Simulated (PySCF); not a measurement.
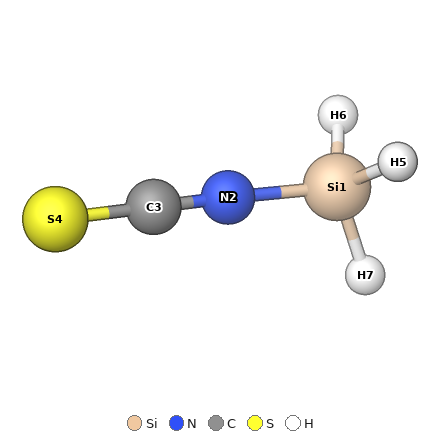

CH₃NSSi (Si(NCS)H3), SMILES [SiH3]N=C=S. Vertical core-electron binding energies by ΔSCF (SCAN, pcX-2 on the ionised atom, pcseg-1 elsewhere, spin-free X2C; PySCF, at a PBE0-D3(BJ)/def2-SVP geometry (no frequency check)), gas phase, against the vacuum level. One atom of each kind was ionised; within a panel, areas follow the number of like atoms and 2j + 1 (2p levels are split by first-order spin-orbit coupling, an approximation), each panel is scaled alone, Gaussians of 0.8 eV full width. Only the regions named are shown. Lines closer than the width merge in the curve.

> Predict the S 2p, Si 2p and N 1s photoelectron lines.

```
   level  atoms  binding energy (eV)
 S 2p1/2     S4                170.6
 S 2p3/2     S4                169.4
Si 2p1/2    Si1                108.6
Si 2p3/2    Si1                108.0
    N 1s     N2                405.3
```

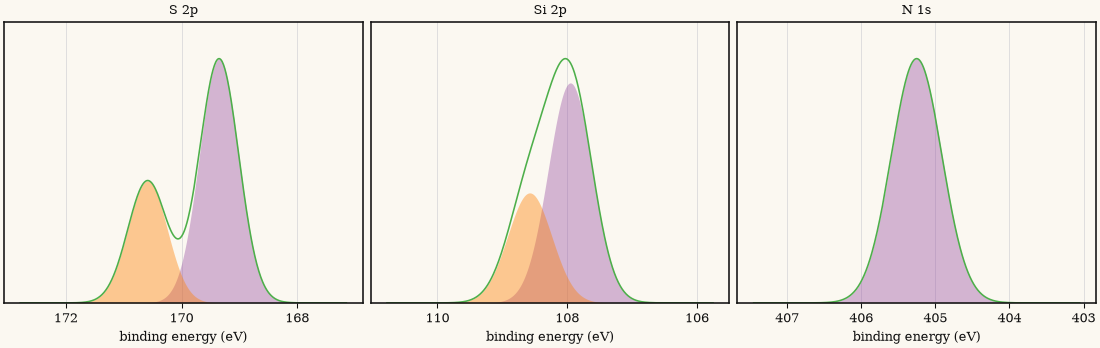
